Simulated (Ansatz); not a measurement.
# AsH3OZn + H2: a complex and its separated parts, part 2 of 2

Ansatz 0.2.0, Gaussian basis. The steps go on from the part before.

### 13 CAM-B3LYP-D4/def2-TZVPP

The inputs:

parta/in.yaml

```yaml
crystal:
  periodic: [false, false, false]
  atoms:
    - {symbol: Zn, position_ang: [-0.393653, 0.074373, 0.150154]}
    - {symbol: O, position_ang: [-1.569747, -1.153423, -0.390715]}
    - {symbol: As, position_ang: [1.318570, 1.569804, 0.764999]}
    - {symbol: H, position_ang: [-2.485923, -1.003508, -0.152368]}
    - {symbol: H, position_ang: [0.466054, 2.746642, 0.300796]}
    - {symbol: H, position_ang: [0.746460, 1.653631, 2.176713]}
basis:
  gaussian: {orbitals: def2-TZVPP}
hamiltonian: {xc: {name: CAM-B3LYP}, dispersion: d4}
```

partb/in.yaml

```yaml
crystal:
  periodic: [false, false, false]
  atoms:
    - {symbol: H, position_ang: [0.598735, -2.039746, -1.414384]}
    - {symbol: H, position_ang: [1.319502, -1.847773, -1.434993]}
basis:
  gaussian: {orbitals: def2-TZVPP}
hamiltonian: {xc: {name: CAM-B3LYP}, dispersion: d4}
```

Each run has its own folder and the same command.

Run with:

```
ansatz run in.yaml --threads 8 --pin off --events-out ev --progress --plain --max-ram 19148MiB
```

Log of parta, cut to the lines that bear on the results:

```text
Functional definition: CAM-B3LYP
  name "CAM-B3LYP"
  cite "Yanai, Tew & Handy, Chem. Phys. Lett. 393, 51 (2004) doi:10.1016/j.cplett.2004.06.011"
  cite "Iikura, Tsuneda, Yanai & Hirao, J. Chem. Phys. 115, 3540 (2001) doi:10.1063/1.1383587"
  cite "Becke, Phys. Rev. A 38, 3098 (1988) doi:10.1103/PhysRevA.38.3098"
  cite "Lee, Yang & Parr, Phys. Rev. B 37, 785 (1988) doi:10.1103/PhysRevB.37.785"
[...]
1283 factors; their error is unknown
231 factors; integrals over basis functions are off by at most 4.4e-5 eV
[...]
mean field -111364.72799775 eV, -4092.5782681936 hartree, gradient 3.5e-5 eV, S^2 0.000000; 0 other end points of the search recorded, 0 dependent functions left out
reference -111364.72811995 eV, -4092.5782726841 hartree; 37, 37 occupied and 148, 148 virtual orbitals, 1283 factors
Total energy: -111364.81385079 eV, -4092.5814232346 hartree
```

Output in partb, cut to the lines that bear on the results:

```text
[... 6 set-up lines as earlier in the session ...]
[...]
  # Exact exchange under (alpha + beta erf(omega r))/r, Becke's under what is left of 1/r.
[...]
118 factors; their error is unknown
42 factors; integrals over basis functions are off by at most 6.3e-5 eV
[...]
mean field -31.88030376 eV, -1.1715795538 hartree, gradient 6.4e-5 eV, S^2 0.000000; 0 other end points of the search recorded, 0 dependent functions left out
reference -31.88037369 eV, -1.1715821240 hartree; 1, 1 occupied and 27, 27 virtual orbitals, 118 factors
Total energy: -31.88188710 eV, -1.1716377406 hartree
```

They took 1.4 s (parta), 0.15 s (partb) on 8 threads of Arm Neoverse V1, shared host.

### 14 wB97X-V/def2-TZVPP

Each input of step 13 (parta, partb) changes in the same lines:

```diff
-hamiltonian: {xc: {name: CAM-B3LYP}, dispersion: d4}
+hamiltonian: {xc: {name: wB97X-V}}
```

The same command starts each run, in its folder.

Run with:

```
ansatz run in.yaml --threads 8 --pin off --events-out ev --progress --plain --max-ram 19148MiB
```

Output in parta, cut to the lines that bear on the results:

```text
Functional definition: wB97X-V
  name "wB97X-V"
  cite "Mardirossian & Head-Gordon, Phys. Chem. Chem. Phys. 16, 9904 (2014) doi:10.1039/C3CP54374A"
[... 2 set-up lines as earlier in the session ...]
[...]
      + integral(e_c_pw_opposite_spin*poly(b97_u_opposite, cos0, cos1)) + vv10(b, c)
1273 factors; their error is unknown
217 factors; integrals over basis functions are off by at most 1.9e-5 eV
[...]
mean field -111348.01423903 eV, -4091.9640488896 hartree, gradient 1.7e-5 eV, S^2 0.000000; 0 other end points of the search recorded, 0 dependent functions left out
reference -111348.01423701 eV, -4091.9640488153 hartree; 37, 37 occupied and 148, 148 virtual orbitals, 1273 factors
Total energy: -111348.01423701 eV, -4091.9640488153 hartree
```

Output in partb, cut to the lines that bear on the results:

```text
[... 5 set-up lines as earlier in the session ...]
[...]
      + integral(e_c_pw_opposite_spin*poly(b97_u_opposite, cos0, cos1)) + vv10(b, c)
118 factors; their error is unknown
42 factors; integrals over basis functions are off by at most 3.0e-5 eV
[...]
mean field -31.90859931 eV, -1.1726193961 hartree, gradient 8.8e-5 eV, S^2 0.000000; 0 other end points of the search recorded, 0 dependent functions left out
reference -31.90859831 eV, -1.1726193594 hartree; 1, 1 occupied and 27, 27 virtual orbitals, 118 factors
Total energy: -31.90859831 eV, -1.1726193594 hartree
```

Times: 3.1 s (parta), 0.15 s (partb) on 8 threads of Arm Neoverse V1, shared host.

### 15 wB97M-V/def2-TZVPP

The same edit goes into each in.yaml of step 14 (parta, partb):

```diff
-hamiltonian: {xc: {name: wB97X-V}}
+hamiltonian: {xc: {name: wB97M-V}}
```

The same command starts each run, in its folder.

Run with:

```
ansatz run in.yaml --threads 8 --pin off --events-out ev --progress --plain --max-ram 19148MiB
```

Output in parta, cut to the lines that bear on the results:

```text
Functional definition: wB97M-V
  name "wB97M-V"
  cite "Mardirossian & Head-Gordon, J. Chem. Phys. 144, 214110 (2016) doi:10.1063/1.4952647"
[... 2 set-up lines as earlier in the session ...]
  # Of w^i u^j: cxij and so on, Table III.
[...]
  gx(w, u) = 1 - cx + cx01*u + cx10*w
[...]
1268 factors; their error is unknown
217 factors; integrals over basis functions are off by at most 1.9e-5 eV
[...]
mean field -111352.12334814 eV, -4092.1150558641 hartree, gradient 6.8e-5 eV, S^2 0.000000; 0 other end points of the search recorded, 0 dependent functions left out
reference -111352.12339754 eV, -4092.1150576795 hartree; 37, 37 occupied and 148, 148 virtual orbitals, 1268 factors
Total energy: -111352.12339754 eV, -4092.1150576795 hartree
```

Log of partb, cut to the lines that bear on the results:

```text
[... 5 set-up lines as earlier in the session ...]
  # Of w^i u^j: cxij and so on, Table III.
[...]
  gx(w, u) = 1 - cx + cx01*u + cx10*w
[...]
      + integral(e_c_pw_mod_opposite_spin*gos(b97_w_opposite, b97_u_opposite)) + vv10(b, c)
118 factors; their error is unknown
42 factors; integrals over basis functions are off by at most 3.0e-5 eV
[...]
mean field -31.60111293 eV, -1.1613194803 hartree, gradient 7.3e-6 eV, S^2 0.000000; 0 other end points of the search recorded, 0 dependent functions left out
reference -31.60113719 eV, -1.1613203717 hartree; 1, 1 occupied and 27, 27 virtual orbitals, 118 factors
Total energy: -31.60113719 eV, -1.1613203717 hartree
```

Wall times: 3.7 s (parta), 0.15 s (partb) on 8 threads of Arm Neoverse V1, shared host.

### 16 B2PLYP/def2-TZVPP

Changes to parta/in.yaml since step 15:

```diff
@@ -11,2 +11,3 @@
   gaussian: {orbitals: def2-TZVPP}
-hamiltonian: {xc: {name: wB97M-V}}
+hamiltonian: {xc: {name: B2PLYP}}
+correlation: {frozen_orbitals: {As: 9, H: 0, O: 1, Zn: 9}}
```

Changes to partb/in.yaml since step 15:

```diff
@@ -7,2 +7,2 @@
   gaussian: {orbitals: def2-TZVPP}
-hamiltonian: {xc: {name: wB97M-V}}
+hamiltonian: {xc: {name: B2PLYP}}
```

The same command starts each run, in its folder.

Run with:

```
ansatz run in.yaml --threads 8 --pin off --events-out ev --progress --plain --max-ram 19148MiB
```

Log of parta, cut to the lines that bear on the results:

```text
Functional definition: B2PLYP
  name "B2PLYP"
  cite "Grimme, J. Chem. Phys. 124, 034108 (2006) doi:10.1063/1.2148954"
[... 2 set-up lines as earlier in the session ...]
[...]
1202 factors; integrals over basis functions are off by at most 1.2e-3 eV
[...]
mean field -111330.89407354 eV, -4091.3348944122 hartree, gradient 6.5e-6 eV, S^2 0.000000; 0 other end points of the search recorded, 0 dependent functions left out
19 core orbitals not correlated: weight in the atoms' cores, before any rotation towards them, 1.000 or more for the frozen orbitals, at most 0.000 for the correlated occupied ones
reference -111330.89423102 eV, -4091.3349001993 hartree; 18, 18 occupied and 148, 148 virtual orbitals, 1202 factors
second order -33.40737178 eV of doubles, -0.00000000 eV of singles
Total energy: -111339.91422140 eV, -4091.6663787319 hartree
```

partb printed, cut to the lines that bear on the results:

```text
[... 5 set-up lines as earlier in the session ...]
[...]
145 factors; integrals over basis functions are off by at most 7.3e-4 eV
[...]
mean field -31.55848908 eV, -1.1597530826 hartree, gradient 1.0e-6 eV, S^2 0.000000; 0 other end points of the search recorded, 0 dependent functions left out
reference -31.55857850 eV, -1.1597563686 hartree; 1, 1 occupied and 27, 27 virtual orbitals, 145 factors
second order -1.02366695 eV of doubles, -0.00000000 eV of singles
Total energy: -31.83496857 eV, -1.1699135166 hartree
```

Wall times: 2.1 s (parta), 0.1 s (partb) on 8 threads of Arm Neoverse V1, shared host.

### 17 PBE-QIDH/def2-TZVPP

Each input of step 16 (parta, partb) changes in the same lines:

```diff
-hamiltonian: {xc: {name: B2PLYP}}
+hamiltonian: {xc: {name: PBE-QIDH}}
```

One command serves all of them, each in its own folder.

Run with:

```
ansatz run in.yaml --threads 8 --pin off --events-out ev --progress --plain --max-ram 19148MiB
```

Log of parta, cut to the lines that bear on the results:

```text
Functional definition: PBE-QIDH
  name "PBE-QIDH"
  cite "Brémond, Sancho-García, Pérez-Jiménez & Adamo, J. Chem. Phys. 141, 031101 (2014) doi:10.1063/1.4890314"
[... 1 set-up line as earlier in the session ...]
[...]
1202 factors; integrals over basis functions are off by at most 1.2e-3 eV
[...]
mean field -111316.45132919 eV, -4090.8041333470 hartree, gradient 8.8e-6 eV, S^2 0.000000; 0 other end points of the search recorded, 0 dependent functions left out
19 core orbitals not correlated: weight in the atoms' cores, before any rotation towards them, 1.000 or more for the frozen orbitals, at most 0.000 for the correlated occupied ones
reference -111316.45134195 eV, -4090.8041338161 hartree; 18, 18 occupied and 148, 148 virtual orbitals, 1202 factors
second order -31.13120551 eV of doubles, -0.00000000 eV of singles
Total energy: -111326.82841046 eV, -4091.1854840497 hartree
```

Log of partb, cut to the lines that bear on the results:

```text
[... 4 set-up lines as earlier in the session ...]
[...]
145 factors; integrals over basis functions are off by at most 7.3e-4 eV
[...]
mean field -31.52724844 eV, -1.1586050101 hartree, gradient 1.4e-6 eV, S^2 0.000000; 0 other end points of the search recorded, 0 dependent functions left out
reference -31.52725485 eV, -1.1586052460 hartree; 1, 1 occupied and 27, 27 virtual orbitals, 145 factors
second order -0.95920762 eV of doubles, -0.00000000 eV of singles
Total energy: -31.84699073 eV, -1.1703553225 hartree
```

Times: 2.1 s (parta), 0.1 s (partb) on 8 threads of Arm Neoverse V1, shared host.

### 18 RPA on PBE/def2-TZVPP

Changes to parta/in.yaml since step 17:

```diff
@@ -11,3 +11,3 @@
   gaussian: {orbitals: def2-TZVPP}
-hamiltonian: {xc: {name: PBE-QIDH}}
-correlation: {frozen_orbitals: {As: 9, H: 0, O: 1, Zn: 9}}
+hamiltonian: {xc: pbe}
+correlation: {method: rpa, frozen_orbitals: {As: 9, H: 0, O: 1, Zn: 9}}
```

Changes to partb/in.yaml since step 17:

```diff
@@ -7,2 +7,3 @@
   gaussian: {orbitals: def2-TZVPP}
-hamiltonian: {xc: {name: PBE-QIDH}}
+hamiltonian: {xc: pbe}
+correlation: {method: rpa}
```

Each run has its own folder and the same command.

Run with:

```
ansatz run in.yaml --threads 8 --pin off --events-out ev --progress --plain --max-ram 19148MiB
```

Log of parta, cut to the lines that bear on the results:

```text
[... 4 set-up lines as earlier in the session ...]
[...]
1202 factors; integrals over basis functions are off by at most 1.2e-3 eV
[...]
mean field -111340.41468079 eV, -4091.6847702755 hartree, gradient 3.1e-6 eV, S^2 0.000000; 0 other end points of the search recorded, 0 dependent functions left out
19 core orbitals not correlated: weight in the atoms' cores, before any rotation towards them, 1.000 or more for the frozen orbitals, at most 0.000 for the correlated occupied ones
reference -111256.45846502 eV, -4088.5994362533 hartree; 18, 18 occupied and 148, 148 virtual orbitals, 1202 factors
Total energy: -111295.66954313 eV, -4090.0404167958 hartree
```

Output in partb, cut to the lines that bear on the results:

```text
[... 4 set-up lines as earlier in the session ...]
[...]
145 factors; integrals over basis functions are off by at most 7.3e-4 eV
[...]
mean field -31.73221868 eV, -1.1661375278 hartree, gradient 1.4e-6 eV, S^2 0.000000; 0 other end points of the search recorded, 0 dependent functions left out
reference -30.80639608 eV, -1.1321141747 hartree; 1, 1 occupied and 27, 27 virtual orbitals, 145 factors
Total energy: -32.86230406 eV, -1.2076673995 hartree
```

Wall times: 1.9 s (parta), 0.1 s (partb) on 8 threads of Arm Neoverse V1, shared host.

### 19 CCSD(T)/def2-TZVPP

Changes to parta/in.yaml since step 18:

```diff
@@ -11,3 +11,2 @@
   gaussian: {orbitals: def2-TZVPP}
-hamiltonian: {xc: pbe}
-correlation: {method: rpa, frozen_orbitals: {As: 9, H: 0, O: 1, Zn: 9}}
+correlation: {method: ccsd_t, frozen_orbitals: {As: 9, H: 0, O: 1, Zn: 9}}
```

Changes to partb/in.yaml since step 18:

```diff
@@ -7,3 +7,2 @@
   gaussian: {orbitals: def2-TZVPP}
-hamiltonian: {xc: pbe}
-correlation: {method: rpa}
+correlation: {method: ccsd_t}
```

Each run has its own folder and the same command.

Run with:

```
ansatz run in.yaml --threads 8 --pin off --events-out ev --progress --plain --max-ram 19148MiB
```

Output in parta, cut to the lines that bear on the results:

```text
Functional definition: HF
  name "HF"
  cite "Fock, Z. Phys. 61, 126 (1930) doi:10.1007/BF01340294"
[... 1 set-up line as earlier in the session ...]
[...]
1202 factors; integrals over basis functions are off by at most 1.2e-3 eV
[...]
mean field -111258.51206299 eV, -4088.6749045868 hartree, gradient 2.1e-6 eV, S^2 0.000000; 0 other end points of the search recorded, 0 dependent functions left out
19 core orbitals not correlated: weight in the atoms' cores, before any rotation towards them, 1.000 or more for the frozen orbitals, at most 0.000 for the correlated occupied ones
reference -111258.51206299 eV, -4088.6749045868 hartree; 18, 18 occupied and 148, 148 virtual orbitals, 1202 factors
second order -27.99913018 eV of doubles, -0.00000000 eV of singles
cycle   1  -26.04830548 eV  change     2.0e0 eV  update   1.4e-1
[...]
cycle  11  -26.99883058 eV  change    3.6e-5 eV  update   7.2e-6
perturbative correction -0.92593671 eV, -0.0340275466 hartree
Total energy: -111286.43683029 eV, -4089.7011208569 hartree
```

partb printed, cut to the lines that bear on the results:

```text
[... 4 set-up lines as earlier in the session ...]
[...]
145 factors; integrals over basis functions are off by at most 7.3e-4 eV
[...]
mean field -30.82770039 eV, -1.1328970937 hartree, gradient 4.3e-7 eV, S^2 0.000000; 0 other end points of the search recorded, 0 dependent functions left out
reference -30.82770039 eV, -1.1328970937 hartree; 1, 1 occupied and 27, 27 virtual orbitals, 145 factors
second order -0.86257594 eV of doubles, -0.00000000 eV of singles
cycle   1  -1.00723210 eV  change   -1.4e-1 eV  update   2.6e-2
[...]
cycle   7  -1.07308211 eV  change    6.2e-7 eV  update   4.2e-7
perturbative correction 0.00000000 eV, 0.0000000000 hartree
Total energy: -31.90078250 eV, -1.1723321338 hartree
```

They took 31 s (parta), 0.1 s (partb) on 8 threads of Arm Neoverse V1, shared host; peak memory 1.9 GiB.

### 20 Vibrations of AsH3OZn

Input file vib-parta/in.yaml:

```yaml
crystal:
  periodic: [false, false, false]
  atoms:
    - {symbol: Zn, position_ang: [-0.393653, 0.074373, 0.150154]}
    - {symbol: O, position_ang: [-1.569747, -1.153423, -0.390715]}
    - {symbol: As, position_ang: [1.318570, 1.569804, 0.764999]}
    - {symbol: H, position_ang: [-2.485923, -1.003508, -0.152368]}
    - {symbol: H, position_ang: [0.466054, 2.746642, 0.300796]}
    - {symbol: H, position_ang: [0.746460, 1.653631, 2.176713]}
basis:
  gaussian: {orbitals: def2-TZVP}
hamiltonian: {xc: pbe0, dispersion: d4}
phonons: {temperatures: {t_min: 298.15, t_max: 900, t_step: 200}}
```

Run with:

```
ansatz run in.yaml --threads 8 --pin off --events-out ev --progress --plain --max-ram 19148MiB
```

The program printed, cut to the lines that bear on the results:

```text
[... 5 set-up lines as earlier in the session ...]
[...]
1247 factors; their error is unknown
[...]
mean field -111342.52629971 eV, -4091.7623708395 hartree, gradient 5.6e-5 eV, S^2 0.000000; 0 other end points of the search recorded, 0 dependent functions left out
[...]
Atom 3 at    -2.485923    -1.003508    -0.152368 Å, force     0.001840     0.000162    -0.000603 eV/Å
Atom 4 at     0.466054     2.746642     0.300796 Å, force     0.001107    -0.001340     0.000518 eV/Å
Atom 5 at     0.746460     1.653631     2.176713 Å, force     0.001051    -0.000112    -0.001621 eV/Å
Dipole moment:    -0.136668     0.271081     0.182942 e Å
Vibrations: 92.24 112.02 118.76 249.26 523.15 577.43 660.82 720.24 981.76 2192.48 2202.90 3913.02 cm⁻¹, zero-point energy 0.765236 eV
```

It took 38 s on 8 threads of Arm Neoverse V1, shared host.

The modes, with what each moves most:

| mode | wavenumber (cm⁻¹) | character |
| --- | --- | --- |
| 1 | 92 | not assigned (largely outside the bonds, angles and torsions drawn) |
| 2 | 112 | bend |
| 3 | 119 | not assigned (largely outside the bonds, angles and torsions drawn) |
| 4 | 249 | Zn–As stretch |
| 5 | 523 | bend |
| 6 | 577 | bend |
| 7 | 661 | Zn–O stretch |
| 8 | 720 | bend |
| 9 | 982 | bend |
| 10 | 2192 | As–H stretch |
| 11 | 2203 | As–H stretch |
| 12 | 3913 | O–H stretch |

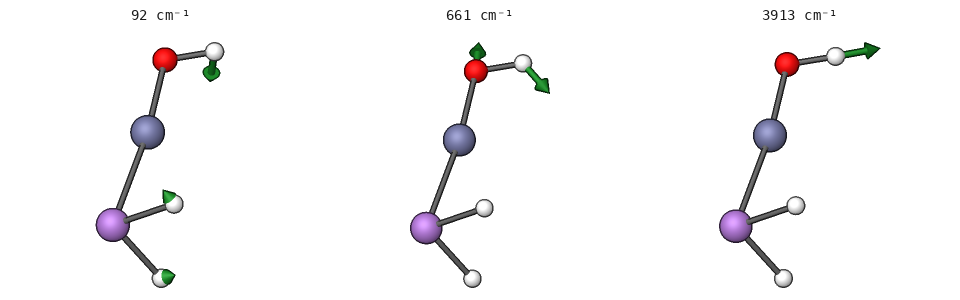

Displacements of 3 modes, as arrows.

Vibrational sums (real modes only):

| T (K) | entropy (J/mol/K) | heat capacity (J/mol/K) |
| --- | --- | --- |
| 298 | 56.6 | 50.1 |
| 498 | 86.0 | 63.9 |
| 698 | 108.9 | 71.9 |
| 898 | 127.8 | 77.6 |

### 21 Vibrations of H2

Input file vib-partb/in.yaml:

```yaml
crystal:
  periodic: [false, false, false]
  atoms:
    - {symbol: H, position_ang: [0.598735, -2.039746, -1.414384]}
    - {symbol: H, position_ang: [1.319502, -1.847773, -1.434993]}
basis:
  gaussian: {orbitals: def2-TZVP}
hamiltonian: {xc: pbe0, dispersion: d4}
phonons: {temperatures: {t_min: 298.15, t_max: 900, t_step: 200}}
```

Run with:

```
ansatz run in.yaml --threads 8 --pin off --events-out ev --progress --plain --max-ram 19148MiB
```

The program printed, cut to the lines that bear on the results:

```text
[... 5 set-up lines as earlier in the session ...]
[...]
88 factors; their error is unknown
[...]
mean field -31.78865267 eV, -1.1682114384 hartree, gradient 1.7e-5 eV, S^2 0.000000; 0 other end points of the search recorded, 0 dependent functions left out
[...]
reference -31.78854982 eV, -1.1682076589 hartree; 1, 1 occupied and 11, 11 virtual orbitals, 88 factors
Total energy: -31.79027509 eV, -1.1682710614 hartree
Atom 0 at     0.598735    -2.039746    -1.414384 Å, force     0.002181     0.000581    -0.000062 eV/Å
Atom 1 at     1.319502    -1.847773    -1.434993 Å, force    -0.002181    -0.000581     0.000062 eV/Å
Dipole moment:    -0.000000    -0.000000     0.000000 e Å
Vibrations: 4414.19 cm⁻¹, zero-point energy 0.273645 eV
```

It took 0.2 s on 8 threads of Arm Neoverse V1, shared host.

The modes, with what each moves most:

| mode | wavenumber (cm⁻¹) | character |
| --- | --- | --- |
| 1 | 4414 | H–H stretch |

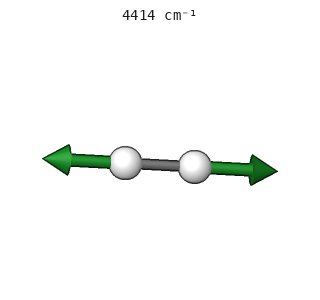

How the atoms move in 1 of the modes.

Vibrational sums (real modes only):

| T (K) | entropy (J/mol/K) | heat capacity (J/mol/K) |
| --- | --- | --- |
| 298 | 0.0 | 0.0 |
| 498 | 0.0 | 0.0 |
| 698 | 0.0 | 0.1 |
| 898 | 0.1 | 0.4 |

### 22 Complex less separated parts

The complex's own energies come from single points at the same levels.

Rows are in def2-TZVPP; times add the 3 runs of a level on a shared host, so small differences are noise.

Differences are taken before rounding.

| method | rung | complex less parts (eV) | from CCSD(T) (eV) | time |
| --- | --- | --- | --- | --- |
| SPW92 | LDA | -0.116 | -0.070 | 1.4 s |
| PBE-D4 | GGA | -0.059 | -0.014 | 2.1 s |
| BLYP-D4 | GGA | -0.036 | +0.010 | 2.2 s |
| r2SCAN-D4 | meta-GGA | -0.057 | -0.012 | 4.7 s |
| B97M-V | meta-GGA | -0.056 | -0.010 | 9.3 s |
| PBE0-D4 | hybrid | -0.060 | -0.014 | 3.1 s |
| B3LYP-D4 | hybrid | -0.047 | -0.002 | 2.8 s |
| r2SCAN0-D4 | hybrid | -0.063 | -0.017 | 5.2 s |
| BHLYP-D4 | hybrid | -0.059 | -0.013 | 2.9 s |
| CAM-B3LYP-D4 | range-separated hybrid | -0.057 | -0.011 | 3.1 s |
| wB97X-V | range-separated hybrid | -0.057 | -0.012 | 7 s |
| wB97M-V | range-separated hybrid | -0.055 | -0.009 | 8.3 s |
| B2PLYP | double hybrid | -0.025 | +0.021 | 5 s |
| PBE-QIDH | double hybrid | -0.044 | +0.002 | 5 s |
| RPA on PBE | RPA | -0.030 | +0.016 | 4.5 s |
| Hartree-Fock | wavefunction | -0.004 | +0.041 |  |
| MP2 | wavefunction | -0.042 | +0.004 |  |
| CCSD | wavefunction | -0.041 | +0.005 |  |
| CCSD(T) | wavefunction | -0.046 | 0 | 95 s |

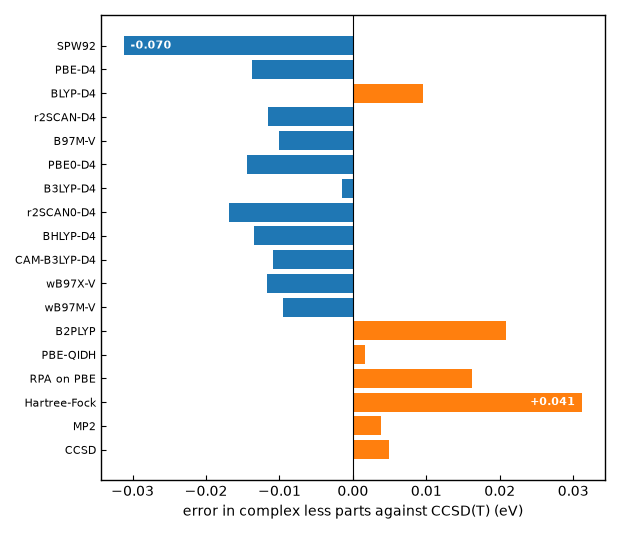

Deviations from CCSD(T), method by method. Bars with a number in them are cut short.

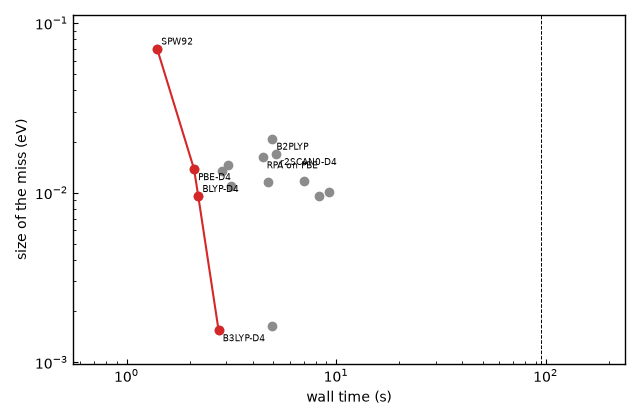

Miss against cost. Red marks the levels that no quicker level drawn beats (of those quicker than the yardstick), and the dashed line is the time of CCSD(T). Only those levels and the largest misses are named. Times are from a shared host.

B3LYP-D4 reaches 0.002 eV from the reference in 2.8 s, where CCSD(T) took 95 s; the quickest level in the cost chart, SPW92, takes 1.4 s and misses by 0.070 eV.

The complex's zero-point energy, from a separate PBE0-D4 run, is 1.099 eV.

### 23 Results

What follows sums up all 2 parts.

| quantity | value |
| --- | --- |
| complex less parts, CCSD(T)/def2-TZVPP | -0.046 eV |
| with zero-point energy | +0.014 eV |
| largest T1 diagnostic | 0.015 |

In words: At CCSD(T) the complex lies 0.046 eV below its parts. Among the functionals B3LYP-D4 lands nearest to CCSD(T) (-0.002 eV) and SPW92 farthest (-0.070 eV). PBE-QIDH is as near within the digits shown. Mean unsigned error by rung: LDA 0.070, GGA 0.012, meta-GGA 0.011, hybrid 0.012, range-separated hybrid 0.011, double hybrid 0.011 eV. PBE-D4 gives a relative energy 0.014 eV too low, an error of 30 % of the reference. No counterpoise was applied, and triple zeta lacks some correlation, so the CCSD(T) reference has a basis error of its own, and close matches with it are partly luck.
